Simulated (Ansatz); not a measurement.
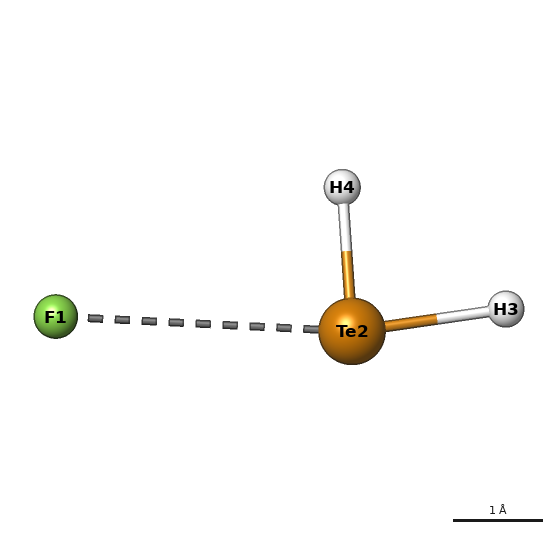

Two molecules or ions; the broken line marks their closest contact (measured against van der Waals radii). State: charge −1, singlet. Geometry: a pair of rigid molecules at a changed separation. Program: Ansatz 0.2.0.

Q: Which two species are they?

A: F and H2Te (`[F-].[TeH2]`).

Q: How long is the contact?

A: F1···Te2 is 3.35 Å.

Give the counterpoise-corrected interaction energy (kJ/mol, monomers kept as in the pair) with RHF-CCSD(T) (frozen core)/def2-TZVPPD; ωB97M-V/def2-TZVPPD.

| level | interaction energy (kJ/mol) |
| --- | --- |
| RHF-CCSD(T) (frozen core)/def2-TZVPPD | −53.5 |
| ωB97M-V/def2-TZVPPD | −56.8 |
